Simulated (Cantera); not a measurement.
Feed: 1 mol SiH4, 4 mol N2, held at 0.00750 bar.

Equilibrium computed with Cantera from the NASA thermochemical tables; the gas is ideal and each condensed phase is pure. Candidate condensed phases: Si, Si3N4; 18 gas species. N2 is the only nitrogen source here; it is nearly inert below about 1500 K, so the nitride shown seldom forms there in practice. The tables' values for SiN are old estimates; treat these amounts as uncertain. Gases not in the tables: Si2H6 and higher silanes. Equilibrium is a limit: real reactors are often held back by kinetics, nucleation or transport.

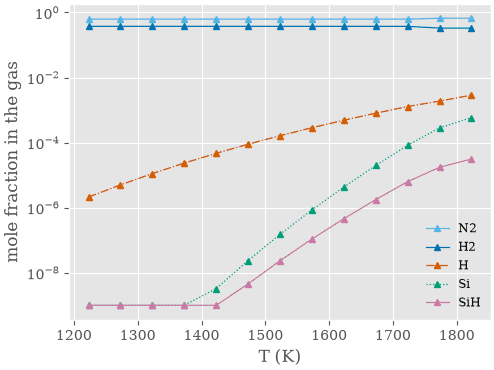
Fig. 1. Equilibrium gas composition (values under 1e-9 drawn at 1e-9)

### Question
Read off the mole fractions at 1573 K.

### Answer
N2 about 0.62, H2 about 0.37, H about 0.00029, Si about 8.5e-7, SiH about 1.1e-7.
